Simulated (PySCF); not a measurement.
C₃H₁₀B₂N (doublet)

```xyz
16

C     2.4943    0.4693    1.3013
B     2.2078   -0.3607   -0.0202
C     0.8139   -0.7534   -0.4406
B    -0.4676    0.0760   -0.2896
N    -1.6467   -0.3924   -0.8733
C    -2.9487    0.2198   -0.8463
H     1.6577    0.4941    1.9933
H     3.3716    0.1136    1.8377
H     2.7087    1.4973    1.0084
H     3.1305   -0.6362   -0.7015
H     0.6994   -1.7076   -0.9514
H    -0.5070    1.0931    0.2943
H    -1.6409   -1.2566   -1.3981
H    -2.9031    1.1349   -0.2600
H    -3.6885   -0.4500   -0.3956
H    -3.2890    0.4676   -1.8574
```

Geometry: GFN2-xTB.

All numbers below come from PySCF 2.14.0, density-fitted response routines, UKS B3LYP, pcH-1 on B C H N, non-relativistic, mean-field spin-orbit, GIAO.

**What can the converged electron density, electron localisation function and spin density tell about the bonding?**

B–N (1.40 Å): ρ at the midpoint is about 2 e/Å³; the ELF peaks at about 0.95 between the atoms (a short, strongly polar bond).
C–N (1.44 Å): ρ is about 1.9 e/Å³ halfway; the ELF peaks at about 0.95 between the atoms; localised, covalent bonding.
C–B (1.51 Å): ρ is about 1.6 e/Å³ halfway; the ELF peaks at about 0.95 between the atoms (a covalent bond).
N–H (1.01 Å): ρ is about 2.6 e/Å³ halfway; the ELF climbs to about 1 towards the hydrogen, as it does in any bond to H: an ordinary covalent bond to hydrogen.
The unpaired spin (1 electron) lies mostly on C3 (about 0.5), B2 (about 0.1) and N5 (about 0.1), in electrons by Hirshfeld's partition.

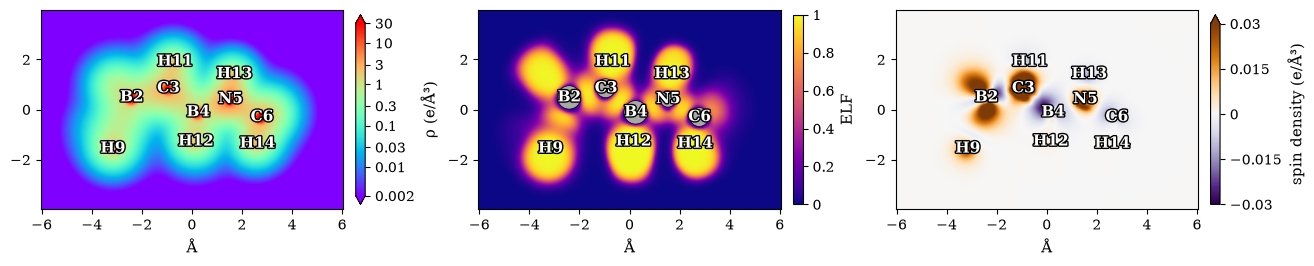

Computed electron density, electron localisation function and spin density on the plane of atoms B4, C3 and H11, in this order. Grey discs cover the atomic cores in the ELF map. 
